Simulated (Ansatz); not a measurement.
## The perfect C wire along [100], 25 atoms a period, H-terminated

Aim: is the C wire along [100], 25 atoms a period, H-terminated a metal or a semiconductor?

Method: DFT PBE, plane waves, PAW; relaxation of a wire's period; PAW set soft_1, in the first sound run; inputs show where later runs differ, in Ansatz 0.2.0.

## (1) Starting point

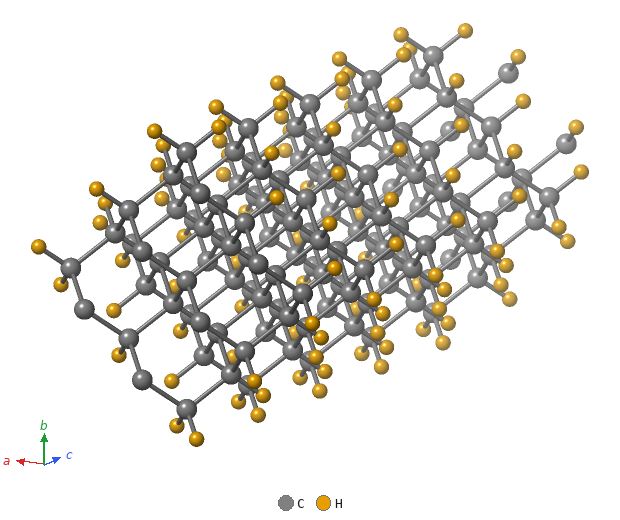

Start, viewed at a slant to the c axis; carbon grey, hydrogen orange. 1×1×5 cells are drawn. Some periodic images of atoms are drawn too.

The cell holds 45 atoms: 25 C and 20 H. Cell: a = 15.233 Å, b = 15.233 Å, c = 3.570 Å, α = 90.0°, β = 90.0°, γ = 90.0°. Vacuum lies along a and b. The structure's axis is c.

## (2) Relaxation of atoms and period

Band widths follow the bond lengths, so the wire is relaxed first. The atoms and the third cell vector are free; the box across stays fixed as vacuum. A Fermi-Dirac smearing is set since the result may be a metal. The pressure printed is a third of the stress's trace over the whole box, vacuum included; only the stress along the axis is relaxed.

input.yaml

```yaml
crystal:
  lattice:
    - [15.233, 0.0, 0.0]
    - [0.0, 15.233, 0.0]
    - [0.0, 0.0, 3.57]
  atoms:
    - { symbol: C, position: [0.324238975, 0.558598589, 0.0] }
    - { symbol: C, position: [0.441418782, 0.441418782, 0.0] }
    - { symbol: C, position: [0.441418782, 0.675778396, 0.0] }
    - { symbol: C, position: [0.558598589, 0.324238975, 0.0] }
    - { symbol: C, position: [0.558598589, 0.558598589, 0.0] }
    - { symbol: C, position: [0.675778396, 0.441418782, 0.0] }
    - { symbol: H, position: [0.223199632, 0.457559246, 0.068870504] }
    - { symbol: H, position: [0.340379439, 0.340379439, 0.068870504] }
    - { symbol: H, position: [0.457559246, 0.223199632, 0.068870504] }
    - { symbol: H, position: [0.542458124, 0.776817738, 0.068870504] }
    - { symbol: H, position: [0.659637931, 0.659637931, 0.068870504] }
    - { symbol: H, position: [0.776817738, 0.542458124, 0.068870504] }
    - { symbol: C, position: [0.265649071, 0.500008685, 0.25] }
    - { symbol: C, position: [0.382828878, 0.382828878, 0.25] }
    - { symbol: C, position: [0.382828878, 0.617188492, 0.25] }
    - { symbol: C, position: [0.500008685, 0.265649071, 0.25] }
    - { symbol: C, position: [0.500008685, 0.500008685, 0.25] }
    - { symbol: C, position: [0.500008685, 0.734368299, 0.25] }
    - { symbol: C, position: [0.617188492, 0.382828878, 0.25] }
    - { symbol: C, position: [0.617188492, 0.617188492, 0.25] }
    - { symbol: C, position: [0.734368299, 0.500008685, 0.25] }
    - { symbol: H, position: [0.223199632, 0.542458124, 0.431129496] }
    - { symbol: H, position: [0.340379439, 0.659637931, 0.431129496] }
    - { symbol: H, position: [0.457559246, 0.776817738, 0.431129496] }
    - { symbol: H, position: [0.542458124, 0.223199632, 0.431129496] }
    - { symbol: H, position: [0.659637931, 0.340379439, 0.431129496] }
    - { symbol: H, position: [0.776817738, 0.457559246, 0.431129496] }
    - { symbol: C, position: [0.324238975, 0.441418782, 0.5] }
    - { symbol: C, position: [0.441418782, 0.324238975, 0.5] }
    - { symbol: C, position: [0.441418782, 0.558598589, 0.5] }
    - { symbol: C, position: [0.558598589, 0.441418782, 0.5] }
    - { symbol: C, position: [0.558598589, 0.675778396, 0.5] }
    - { symbol: C, position: [0.675778396, 0.558598589, 0.5] }
    - { symbol: H, position: [0.281789536, 0.398969343, 0.681129496] }
    - { symbol: H, position: [0.398969343, 0.281789536, 0.681129496] }
    - { symbol: H, position: [0.601048028, 0.718227835, 0.681129496] }
    - { symbol: H, position: [0.718227835, 0.601048028, 0.681129496] }
    - { symbol: C, position: [0.382828878, 0.500008685, 0.75] }
    - { symbol: C, position: [0.500008685, 0.382828878, 0.75] }
    - { symbol: C, position: [0.500008685, 0.617188492, 0.75] }
    - { symbol: C, position: [0.617188492, 0.500008685, 0.75] }
    - { symbol: H, position: [0.281789536, 0.601048028, 0.818870504] }
    - { symbol: H, position: [0.398969343, 0.718227835, 0.818870504] }
    - { symbol: H, position: [0.601048028, 0.281789536, 0.818870504] }
    - { symbol: H, position: [0.718227835, 0.398969343, 0.818870504] }
kpoints:
  mp_grid: { grid: [1, 1, 23] }
scf:
  occupations: { method: fermi_dirac, width: 0.05 }
hamiltonian:
  xc: pbe
  pseudopotentials: { kind: paw, azcp: { folder: soft_1 } }
relax:
  cell: { fix: [a, b, alpha, beta, gamma] }
  max_steps: 45
  f_tol: 0.03
```

On the command line:

```
$ ansatz run input.yaml --threads 4 --pin off --max-ram 16384MiB --backend cpu --events-out ev --progress --plain --runs-dir out
```

Numbers of over 12 decimals in the logs are rounded to 6 here.

Log:

```text
Engine: ansatz 0.2.0, aarch64-unknown-linux-gnu
Pseudopotentials: kind: paw
Pseudopotential: C, paw, valence charge 4, recommended cutoff 420 eV (normal), soft_1/C.paw.azcp
Pseudopotential: H, paw, valence charge 1, recommended cutoff 420 eV (normal), soft_1/H.paw.azcp
Functional definition: PBE
  parameter kappa = 0.804
  parameter beta = 0.066725
  exchange = pbe_x(kappa = kappa, mu = beta*pi^2/3)
  correlation = pbe_c(beta = beta)
Crystal: 45 atoms, lattice volume = 828.398 Å³
Basis set: ecut = 420 eV, 16043 PW (Γ), exchange–correlation on 216×216×48 points (8 copies of the dense FFT grid, shifted against one another)
Bands: 105, of which v1, the nominal top of the filled ones, is band 60 counted from 1 (59 counted from 0)
Symmetry: 8 space group operations
Space group: P-42m (ITA 111), of the structure as read, at distance tolerance 9.4e-5 Å
k-points: 12 of 23
Non-local potential: C, projectors of the file, l = 0: 2, l = 1: 2, l = 2: 1
Non-local potential: H, projectors of the file, l = 0: 2, l = 1: 1
PAW form: soft (Blöchl's): semilocal exchange-correlation on the pseudo side does not see the compensation charge
PAW one-centre angular grid: C, 110 points (default); XC on 64 Gauss nodes
PAW one-centre angular grid: H, 110 points (default); XC on 64 Gauss nodes
Initial density: superposition of atomic densities (neutral atoms: chi_scale 0, normalization atom)
Initial wavefunctions: pseudopotential atomic-orbital guess
Functional: x = pbe(κ = 0.804, μ = 0.219515), c = pbe(β = 0.066725)
SCF iter   1: F=—  HF=-6610.549912 eV  |F-HF|=—  |Δ(HF+E_count)|=         —  Δρ=7.66e-2  dr2=5.33e1  ethr=3.10e-3  ⟨swp⟩=7.5  Hψ=6808  notcnv=0  defer=220
preconditioner: auto → Resta (q_TF=auto, 1.977 Å⁻¹)  ε∞=1.7  [insulator: Δε(μ)=6.636 eV  Ē_g=17.022 eV  σ=0.050 eV  W_gap=1.00  n_scr=94 (ndim 8)  ℏωp=14.1 eV  f_vac=0.606  D(μ)=0.00/eV (n_scr^D=0)  ε∞_Penn≈1.7  vacuum switching on, ρ_ref=2.1e-2 e/Å³]
SCF iter   2: F=—  HF=-6594.116591 eV  |F-HF|=—  |Δ(HF+E_count)|=    1.64e1  Δρ=3.50e-2  dr2=6.63e0  ethr=3.10e-3  ⟨swp⟩=4.5  Hψ=2866  notcnv=0  defer=476
SCF iter   3: F=—  HF=-6592.348962 eV  |F-HF|=—  |Δ(HF+E_count)|=    1.77e0  Δρ=9.23e-3  dr2=7.72e-1  ethr=3.10e-3  ⟨swp⟩=3.0  Hψ=1364  notcnv=0  defer=476
SCF iter   4: F=—  HF=-6592.223968 eV  |F-HF|=—  |Δ(HF+E_count)|=   1.25e-1  Δρ=2.44e-3  dr2=1.04e-1  ethr=6.43e-4  ⟨swp⟩=3.6  Hψ=2267  notcnv=0  defer=472
SCF iter   5: F=—  HF=-6592.207999 eV  |F-HF|=—  |Δ(HF+E_count)|=   1.60e-2  Δρ=8.66e-4  dr2=3.44e-3  ethr=8.65e-5  ⟨swp⟩=2.0  Hψ=1330  notcnv=0  defer=472
SCF iter   6: F=—  HF=-6592.210582 eV  |F-HF|=—  |Δ(HF+E_count)|=   2.58e-3  Δρ=2.21e-4  dr2=1.72e-4  ethr=2.87e-6  ⟨swp⟩=2.0  Hψ=1500  notcnv=0  defer=472
SCF iter   7: F=—  HF=-6592.210880 eV  |F-HF|=—  |Δ(HF+E_count)|=   2.99e-4  Δρ=5.45e-5  dr2=2.36e-5  ethr=1.43e-7  ⟨swp⟩=2.0  Hψ=1508  notcnv=0  defer=472
SCF iter   8: F=—  HF=-6592.211464 eV  |F-HF|=—  |Δ(HF+E_count)|=   5.83e-4  Δρ=1.17e-5  dr2=6.33e-7  ethr=1.97e-8  ⟨swp⟩=2.0  Hψ=1917  notcnv=0  defer=472
SCF iter   9: F=-6592.211464 eV  HF=-6592.211464 eV  |F-HF|=3.00e-11  |Δ(HF+E_count)|=   6.41e-7  Δρ=2.25e-6  dr2=3.65e-8  ethr=8.33e-11  ⟨swp⟩=5.0  Hψ=3971  notcnv=0
SCF 1 converged in 9 iterations: F = -6592.211464 eV  dr2 = 3.65e-8
  greatest PAW one-centre occupation: 0.649 electrons in one spin orbital (limit 2), on the C atom at site 20 (counted from 0), in its partial waves of l = 0
relax step   1: F+E_penalty+E_count = -6592.21146418 eV  Δ(F+E_penalty+E_count) = +0.000e0 eV  max|allowed force component| = 7.015e-1 eV/Å  Δτ_max = 0.0000 Å  P = -0.187 GPa  Ω = 828.398 Å³  fix = [a, b, alpha, beta, gamma]  reactions: a -0.846, b -0.846 GPa  (9 SCF iters, dr2 threshold 1.00e-7 eV, accepted)
Crystal: 45 atoms, lattice volume = 859.259 Å³
Basis set: ecut = 420 eV, 16837 PW (Γ), exchange–correlation on 216×216×48 points (8 copies of the dense FFT grid, shifted against one another)
Initial density: handed on by an earlier stage of this run
Initial wavefunctions: those handed on with the density
iter 1 solved again at ethr=4.42e-4 eV; its pass at ethr=3.10e-3 eV (dr2=5.30e-1 eV) is discarded
SCF iter   1: F=—  HF=-6592.799892 eV  |F-HF|=—  |Δ(HF+E_count)|=         —  Δρ=1.17e-2  dr2=5.53e-1  ethr=4.42e-4  ⟨swp⟩=6.3  Hψ=6882  notcnv=0  defer=4
preconditioner: auto → Resta (q_TF=auto, 1.965 Å⁻¹)  ε∞=1.9  [insulator: Δε(μ)=3.145 eV  Ē_g=14.712 eV  σ=0.050 eV  W_gap=1.00  n_scr=110 (ndim 8)  ℏωp=13.9 eV  f_vac=0.660  D(μ)=0.00/eV (n_scr^D=0)  ε∞_Penn≈1.9  vacuum switching on, ρ_ref=1.6e-2 e/Å³]
SCF iter   2: F=—  HF=-6592.743111 eV  |F-HF|=—  |Δ(HF+E_count)|=   5.68e-2  Δρ=5.35e-3  dr2=8.96e-2  ethr=4.42e-4  ⟨swp⟩=2.6  Hψ=2109  notcnv=0  defer=152
SCF iter   3: F=—  HF=-6592.756631 eV  |F-HF|=—  |Δ(HF+E_count)|=   1.35e-2  Δρ=1.47e-3  dr2=8.53e-3  ethr=7.46e-5  ⟨swp⟩=2.7  Hψ=2001  notcnv=0  defer=234
SCF iter   4: F=—  HF=-6592.758472 eV  |F-HF|=—  |Δ(HF+E_count)|=   1.84e-3  Δρ=1.72e-4  dr2=2.19e-4  ethr=7.11e-6  ⟨swp⟩=2.2  Hψ=1706  notcnv=0  defer=234
SCF iter   5: F=—  HF=-6592.758967 eV  |F-HF|=—  |Δ(HF+E_count)|=   4.95e-4  Δρ=6.49e-5  dr2=3.87e-5  ethr=1.83e-7  ⟨swp⟩=2.0  Hψ=1778  notcnv=0  defer=234
SCF iter   6: F=-6592.758967 eV  HF=-6592.758967 eV  |F-HF|=6.61e-7  |Δ(HF+E_count)|=   2.93e-7  Δρ=1.42e-5  dr2=1.29e-6  ethr=3.75e-9  ⟨swp⟩=3.0  Hψ=4338  notcnv=0
SCF 2 converged in 6 iterations: F = -6592.758967 eV  dr2 = 1.29e-6
  greatest PAW one-centre occupation: 0.652 electrons in one spin orbital (limit 2), on the C atom at site 20 (counted from 0), in its partial waves of l = 0
relax step   2: F+E_penalty+E_count = -6592.75896726 eV  Δ(F+E_penalty+E_count) = -5.475e-1 eV  max|allowed force component| = 4.256e-1 eV/Å  Δτ_max = 0.1162 Å  P = -0.297 GPa  Ω = 859.259 Å³  energy of the carried Pulay correction = -2.601e-2 eV  fix = [a, b, alpha, beta, gamma]  reactions: a +0.077, b +0.077 GPa  (6 SCF iters, dr2 threshold 4.50e-6 eV, accepted)
Crystal: 45 atoms, lattice volume = 851.733 Å³
Basis set: ecut = 420 eV, 16613 PW (Γ), exchange–correlation on 216×216×48 points (8 copies of the dense FFT grid, shifted against one another)
iter 1 solved again at ethr=2.88e-5 eV; its pass at ethr=3.10e-3 eV (dr2=3.45e-2 eV) is discarded
SCF iter   1: F=—  HF=-6592.878879 eV  |F-HF|=—  |Δ(HF+E_count)|=         —  Δρ=2.96e-3  dr2=3.55e-2  ethr=2.88e-5  ⟨swp⟩=5.3  Hψ=6356  notcnv=0
[...]
SCF 8 converged in 5 iterations: F = -6592.906652 eV  dr2 = 1.65e-10
relax step   8: F+E_penalty+E_count = -6592.90665241 eV  Δ(F+E_penalty+E_count) = -4.545e-4 eV  max|allowed force component| = 2.999e-3 eV/Å  Δτ_max = 0.0000 Å  P = -0.001 GPa  Ω = 851.739 Å³  fix = [a, b, alpha, beta, gamma]  reactions: a -0.003, b -0.003 GPa  stress off target by 2.75e-3 GPa on what of the cell is left free  SCF on the basis re-selected at this cell (its energy is not comparable with the rows above)  (5 SCF iters)
basis re-selected at this cell: Δ(F+E_penalty+E_count) = -4.545e-4 eV, ΔP = +0.000 GPa vs the last step (what re-selecting the basis moved, of the pressure what is left beyond the Pulay correction that the steps carried, after the strain that the cell walked since its last selection, with what the two solves' SCF thresholds leave and, on support functions, any second-order correction that the steps lacked; it is no m [...]
SCF converged after 5 iterations
Free energy (F): -6592.906652 eV
Harris-Foulkes:  -6592.906650 eV  (|F-HF|=2.34e-6)
Internal energy: -6592.906652 eV  (E = F + TS)
E sigma→0 (E₀):  -6592.906652 eV
Fermi energy:    0.369528 eV
--- Per-component energies (eV) ---
  E_band       = -1027.084574
  E_kinetic    = 2511.902431
  E_local      = -46202.067518  (includes V_loc(G=0)·N_el)
  E_nonlocal   = 586.289921
  E_hartree    = 21992.250599
  E_xc         = -1368.251445
  E_vxc        = -1698.220583  (∫ρ·V_xc dr)
  E_paw        = -2512.682405  (= ΣΔE_a)
  E_vpaw       = -209.466954  (= ΣTr[D̂ρ^β])
  E_aug_tail   = -0.021761  (compensation charges beyond the density's cutoff)
  E_ewald      = 18399.673524
  E_smearing   = -0.000000  (= −TS)
  E_closure    = -0.000000  (closes the sum)
  Σ components = -6592.906652   (vs F -6592.906652, Δ=0.00e0)
--- Forces (eV/Å), atoms counted from 1 ---
  atom   1  C     -0.00007144    -0.00060278    -0.00004716
  atom   2  C      0.00145804     0.00145804     0.00299949
  atom   3  C      0.00060278     0.00007144    -0.00004716
  atom   4  C     -0.00060278    -0.00007144    -0.00004716
  atom   5  C     -0.00145804    -0.00145804     0.00299949
  atom   6  C      0.00007144     0.00060278    -0.00004716
  atom   7  H      0.00033318     0.00082104    -0.00025468
  atom   8  H     -0.00022054    -0.00022054     0.00048672
  atom   9  H      0.00082104     0.00033318    -0.00025468
  atom  10  H     -0.00082104    -0.00033318    -0.00025468
  atom  11  H      0.00022054     0.00022054     0.00048672
  atom  12  H     -0.00033318    -0.00082104    -0.00025468
  atom  13  C     -0.00038341     0.00000000    -0.00000000
  atom  14  C     -0.00110013    -0.00110013    -0.00051272
  atom  15  C     -0.00110013     0.00110013     0.00051272
  atom  16  C      0.00000000    -0.00038341     0.00000000
  atom  17  C      0.00000000     0.00000000     0.00000000
  atom  18  C      0.00000000     0.00038341    -0.00000000
  atom  19  C      0.00110013    -0.00110013     0.00051272
  atom  20  C      0.00110013     0.00110013    -0.00051272
  atom  21  C      0.00038341     0.00000000     0.00000000
  atom  22  H      0.00033318    -0.00082104     0.00025468
  atom  23  H     -0.00022054     0.00022054    -0.00048672
  atom  24  H      0.00082104    -0.00033318     0.00025468
  atom  25  H     -0.00082104     0.00033318     0.00025468
  atom  26  H      0.00022054    -0.00022054    -0.00048672
  atom  27  H     -0.00033318     0.00082104     0.00025468
  atom  28  C     -0.00007144     0.00060278     0.00004716
  atom  29  C      0.00060278    -0.00007144     0.00004716
  atom  30  C      0.00145804    -0.00145804    -0.00299949
  atom  31  C     -0.00145804     0.00145804    -0.00299949
  atom  32  C     -0.00060278     0.00007144     0.00004716
  atom  33  C      0.00007144    -0.00060278     0.00004716
  atom  34  H      0.00016777     0.00014231    -0.00050742
  atom  35  H      0.00014231     0.00016777    -0.00050742
  atom  36  H     -0.00014231    -0.00016777    -0.00050742
  atom  37  H     -0.00016777    -0.00014231    -0.00050742
  atom  38  C      0.00047298     0.00000000     0.00000000
  atom  39  C     -0.00000000     0.00047298     0.00000000
  atom  40  C     -0.00000000    -0.00047298     0.00000000
  atom  41  C     -0.00047298     0.00000000     0.00000000
  atom  42  H      0.00016777    -0.00014231     0.00050742
  atom  43  H      0.00014231    -0.00016777     0.00050742
  atom  44  H     -0.00014231     0.00016777     0.00050742
  atom  45  H     -0.00016777     0.00014231     0.00050742
  max |Σ_I F_I| component: 7.59e-19 eV/Å
--- Stress (GPa, compression-positive) ---
       -0.002541       0.000000       0.000000
        0.000000      -0.002541       0.000000
        0.000000       0.000000       0.002748
  P = ⅓ Tr σ = -0.0008 GPa (-0.008 kbar)
--- Relaxed structure (6 steps of the walk, 6 accepted, 2 SCFs on fresh bases) ---
  F+E_penalty+E_count = -6592.90665241 eV   max|allowed force component| = 2.999e-3 eV/Å   (the final SCF, on the basis selected at the relaxed cell)
  cell:  # Å, volume = 851.7394 Å³
    - [15.233, 0.0, 0.0]
    - [0.0, 15.233, 0]
    - [0.0, 0, 3.670590]
  atoms:
    - { symbol: C, position: [0.324884, 0.557348, 0.00642012] }
    - { symbol: C, position: [0.441034, 0.441034, -0.00182092] }
    - { symbol: C, position: [0.442669, 0.675133, 0.00642012] }
    - { symbol: C, position: [0.557348, 0.324884, 0.00642012] }
    - { symbol: C, position: [0.558984, 0.558984, -0.00182092] }
    - { symbol: C, position: [0.675133, 0.442669, 0.00642012] }
    - { symbol: H, position: [0.223134, 0.458259, 0.085770] }
    - { symbol: H, position: [0.340996, 0.340996, 0.096793] }
    - { symbol: H, position: [0.458259, 0.223134, 0.085770] }
    - { symbol: H, position: [0.541758, 0.776883, 0.085770] }
    - { symbol: H, position: [0.659022, 0.659022, 0.096793] }
    - { symbol: H, position: [0.776883, 0.541758, 0.085770] }
    - { symbol: C, position: [0.266804, 0.500009, 0.25] }
    - { symbol: C, position: [0.384170, 0.384170, 0.257195] }
    - { symbol: C, position: [0.384170, 0.615848, 0.242805] }
    - { symbol: C, position: [0.500009, 0.266804, 0.25] }
    - { symbol: C, position: [0.500009, 0.500009, 0.25] }
    - { symbol: C, position: [0.500009, 0.733213, 0.25] }
    - { symbol: C, position: [0.615848, 0.384170, 0.242805] }
    - { symbol: C, position: [0.615848, 0.615848, 0.257195] }
    - { symbol: C, position: [0.733213, 0.500009, 0.25] }
    - { symbol: H, position: [0.223134, 0.541758, 0.414230] }
    - { symbol: H, position: [0.340996, 0.659022, 0.403207] }
    - { symbol: H, position: [0.458259, 0.776883, 0.414230] }
    - { symbol: H, position: [0.541758, 0.223134, 0.414230] }
    - { symbol: H, position: [0.659022, 0.340996, 0.403207] }
    - { symbol: H, position: [0.776883, 0.458259, 0.414230] }
    - { symbol: C, position: [0.324884, 0.442669, 0.493580] }
    - { symbol: C, position: [0.442669, 0.324884, 0.493580] }
    - { symbol: C, position: [0.441034, 0.558984, 0.501821] }
    - { symbol: C, position: [0.558984, 0.441034, 0.501821] }
    - { symbol: C, position: [0.557348, 0.675133, 0.493580] }
    - { symbol: C, position: [0.675133, 0.557348, 0.493580] }
    - { symbol: H, position: [0.282453, 0.399108, 0.654862] }
    - { symbol: H, position: [0.399108, 0.282453, 0.654862] }
    - { symbol: H, position: [0.600909, 0.717564, 0.654862] }
    - { symbol: H, position: [0.717564, 0.600909, 0.654862] }
    - { symbol: C, position: [0.381899, 0.500009, 0.750000] }
    - { symbol: C, position: [0.500009, 0.381899, 0.750000] }
    - { symbol: C, position: [0.500009, 0.618119, 0.750000] }
    - { symbol: C, position: [0.618119, 0.500009, 0.750000] }
    - { symbol: H, position: [0.282453, 0.600909, 0.845138] }
    - { symbol: H, position: [0.399108, 0.717564, 0.845138] }
    - { symbol: H, position: [0.600909, 0.282453, 0.845138] }
    - { symbol: H, position: [0.717564, 0.399108, 0.845138] }
```

Run time: 4.2 min. Hardware: 4 threads of Arm Neoverse V1, shared host; peak memory 2.3 GiB.

Step by step:

```tsv
step	energy less that of the first step (eV)	largest force component (eV/Å)	pressure (GPa)	volume (Å³)
1	0.0000	0.7015	-0.19	828.40
2	-0.5475	0.4256	-0.30	859.26
3	-0.6644	0.1315	-0.13	851.73
4	-0.6689	0.0471	-0.05	851.10
5	-0.6694	0.0106	-0.01	851.15
6*	-0.6951	0.0126	0.04	851.15
7	-0.6947	0.0030	0.00	851.74
8*	-0.6952	0.0030	0.00	851.74
```

Relaxation steps marked * repeat the geometry before them on a plane-wave basis chosen anew for their cell, so energy and pressure can jump there.

Forces are held to the 8 operations that the run works with; a distortion that breaks them can't arise in this run.

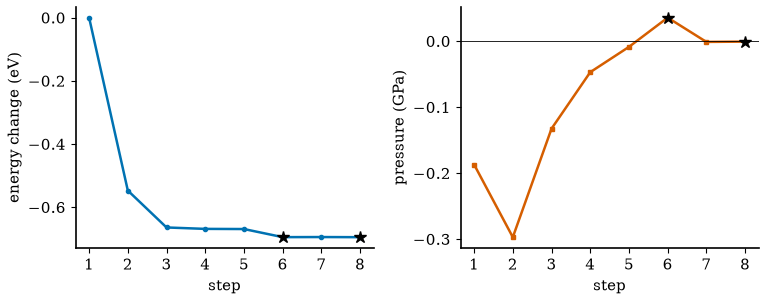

Energy and pressure along the relaxation. Stars mark steps on a basis chosen anew.

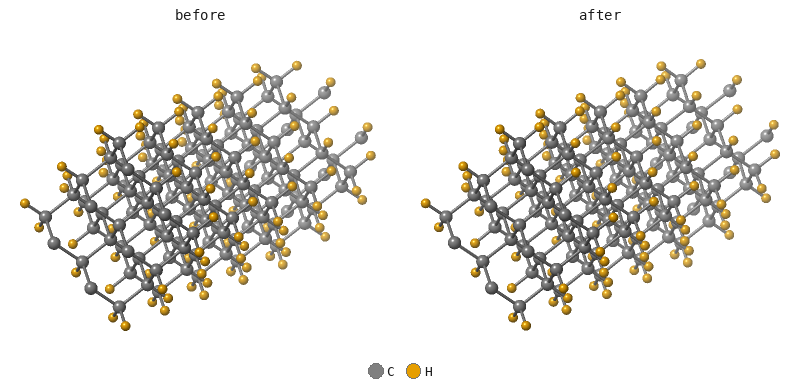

The structure before and after the relaxation, drawn at the same scale.

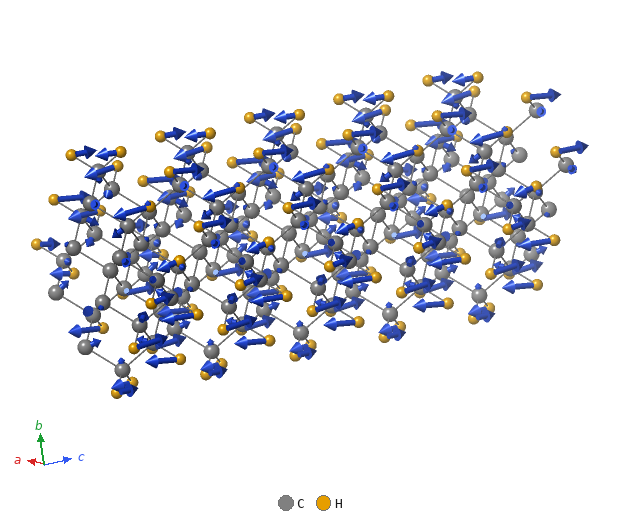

Displacements in the relaxation, exaggerated, measured against the changing cell; the longest in the cell stands for 0.10 Å. 1×1×5 cells are drawn. Some periodic images of atoms are drawn too.

```tsv
cell as run	before	after	change
c (Å)	3.570	3.671	+2.8 %
```

The atoms that moved most (Å, along periodic axes as changes of fractional coordinates times the final cell, across vacuum about the mean position):

```tsv
atom	dx	dy	dz	length
H8	0.009	0.009	0.102	0.103
H23	0.009	-0.009	-0.102	0.103
H26	-0.009	0.009	-0.102	0.103
H11	-0.009	-0.009	0.102	0.103
H37	-0.010	-0.002	-0.096	0.097
H36	-0.002	-0.010	-0.096	0.097
H43	0.002	-0.010	0.096	0.097
H45	-0.010	0.002	0.096	0.097
```

Numbers from this step:

| Property | Result |
| --- | --- |
| cell length along the wire | 3.671 Å |

The cell's length comes to 3.671 Å with spin left out.

[end of part 1 of 2]

[Logs are printed without paths, hosts, clocks, repeated set-up lines and the standing remarks that a program may print on its own settings, such as how far it seeks lower states.]

[Hosts, paths, dates, database ids (printed as entryN), source tags and the programs' standing remarks are cut or masked in the printed files.]
